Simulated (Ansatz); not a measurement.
```
Sb I Ga
1.0
     7.25417    0.00000    0.00000
    -3.62708    6.28229    0.00000
     0.00000    0.00000    6.45553
Sb I Ga
6 2 2
Direct
  0.16078 0.32156 0.75000
  0.83922 0.16078 0.25000
  0.67844 0.83922 0.75000
  0.83922 0.67844 0.25000
  0.16078 0.83922 0.75000
  0.32156 0.16078 0.25000
  0.66667 0.33333 0.75000
  0.33333 0.66667 0.25000
  0.00000 0.00000 0.50000
  0.00000 0.00000 0.00000
```

Space group P6₃/mmc; built by placing these elements on a known structure type; not relaxed (largest force 1.5 eV/Å); computed pressure about 6 GPa in this cell.

Level of theory: DFT, PAW plane waves, r2SCAN (Ansatz 0.2.0).

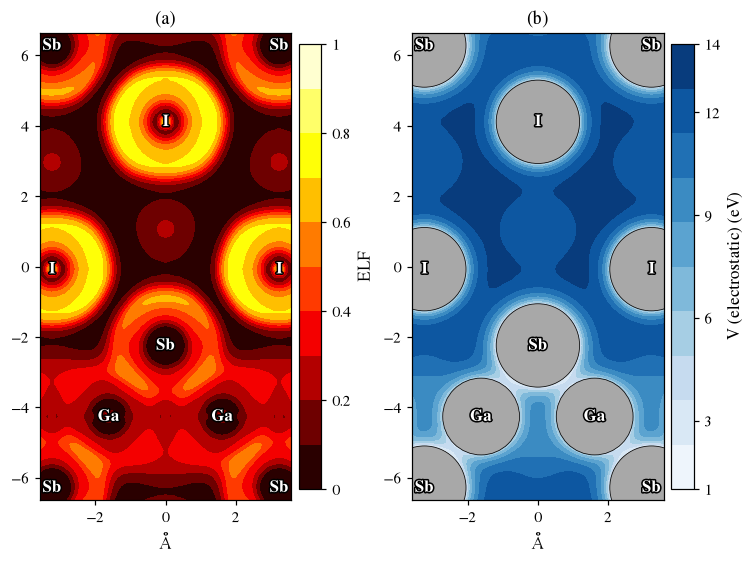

GaSb$_{3}$I. (a) electron localisation function; (b) electrostatic potential (local pseudopotential plus Hartree) felt by an electron on the (110) plane of the conventional cell. Grey discs cover the atomic cores in the potential map.

Core electrons are frozen (PAW), and the valence fields are smoothed inside the atomic spheres.

**What do the fields say about this system?**

The section cuts through Sb, I and Ga sites. Ga–Sb (2.59 Å): the ELF reaches about 0.55 near the midpoint. Sb–I (3.89 Å): the ELF peaks at about 0.75 in the valence shell of I, 1.3 Å from its nucleus, and drops to about 0.10 between the two atoms. Outside the cores the potential energy rises away from the atoms and is highest about 2.6 Å from the nearest atoms; its zero is arbitrary.

**What Bader charges does the calculation give?**

Electrons move from Sb towards I. Bader charges: Sb +0.15, I −0.46 and Ga +0.01 e.
